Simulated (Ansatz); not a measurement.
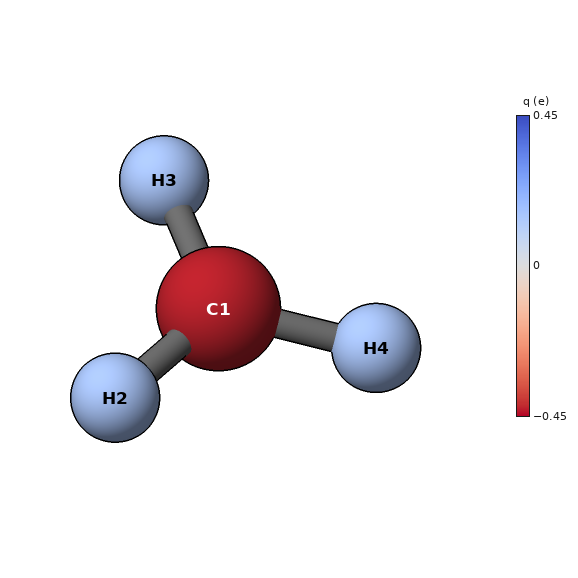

Atoms are coloured by their Mulliken charges. State: neutral, doublet. Computed geometry: PBE0-D4/def2-TZVP optimisation. Method: UKS PBE0-D4/def2-TZVP (Ansatz 0.2.0).

Give the Mulliken charges atom by atom.

```tsv
atom	value (e)
C1	−0.42
H2	0.14
H3	0.14
H4	0.14
```

Mulliken values depend strongly on the basis set and can even reverse the polarity of a bond.
